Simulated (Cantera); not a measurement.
Feed: 1 mol CO, 0.55 mol H2, equilibrated at 46.0 bar.

Method: chemical equilibrium by Gibbs-energy minimisation in Cantera with the NASA 1993 tables (ideal gas, pure condensed phases). Candidate condensed phases: C, C6H6, C7H8, C8H18, H2O; 110 gas species. The ideal-gas law is rough above about 30 bar. Rates play no part.

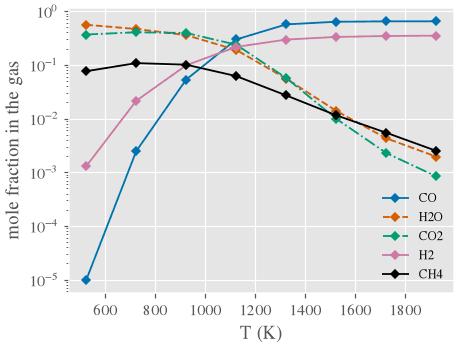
*Equilibrium gas composition (values under 1e-9 drawn at 1e-9)*

From 525 K to 1725 K the condensed part is C(graphite). At 1925 K nothing is condensed. The main C-bearing gas is CO2 at 525 K and CO at 1925 K. The share of C in condensed phases is highest at 525 K (65.7 %) and lowest at 1925 K (0.0 %).
